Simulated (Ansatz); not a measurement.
Pressure series in Ta2O5

Take Ta2O5 (space group Pmmm, No. 47; a cell from a computed database, its experimental status unchecked) as the base.

```yaml
crystal:
  lattice:
    - [3.67004, 0.00000, 0.00000]
    - [0.00000, 3.85904, 0.00000]
    - [0.00000, 0.00000, 6.43317]
  atoms:
    - { symbol: Ta, position: [0.50000, 0.00000, 0.50000] }
    - { symbol: Ta, position: [0.00000, 0.00000, 0.00000] }
    - { symbol: O, position: [0.50000, 0.50000, 0.50000] }
    - { symbol: O, position: [0.00000, 0.00000, 0.67925] }
    - { symbol: O, position: [0.00000, 0.00000, 0.32075] }
    - { symbol: O, position: [0.00000, 0.50000, 0.00000] }
    - { symbol: O, position: [0.50000, 0.00000, 0.00000] }
```

Cell and atoms are relaxed at each pressure.

All numbers come from PBEsol (Ansatz, an electronic-structure program, PAW, spin-orbit coupling left out).

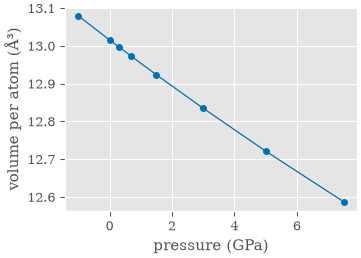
*Volume per atom against pressure*

Q: From the plot, what is the volume per atom for pressure −1 GPa?

A: About 13.08 Å³.

Q: Is the trend monotonic over the range shown?

A: Yes, it falls throughout, spanning 12.59 Å³ to 13.08 Å³.

Load acts through the strain it causes; cell and atoms are relaxed under it. Stability against distortions was not tested. Competing high-pressure phases were not computed.
